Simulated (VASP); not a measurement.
Band structure of LiBr (rock salt). Level of theory: PBEsol GGA with spin-orbit coupling, VASP's PBE PAW potentials (set 64) (plane waves; VASP).

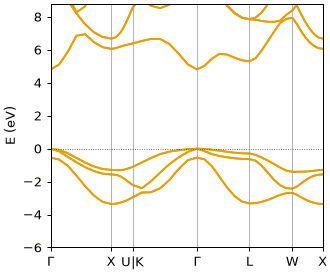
Fig. 1. Bands along high-symmetry lines, zero at the valence-band maximum or, without a gap, the Fermi level

Problem. Read the plot: is there a gap, and where are the band edges?

Solution. The gap is direct, 4.81 eV, from the valence maximum at Γ to the conduction minimum at Γ.

Measured: gap 7.60 eV (computed value off by -2.79 eV), as given by Abedi et al., (2022), arXiv:2211.14644.

The compound is LiBr in the rock salt structure. It was relaxed first.
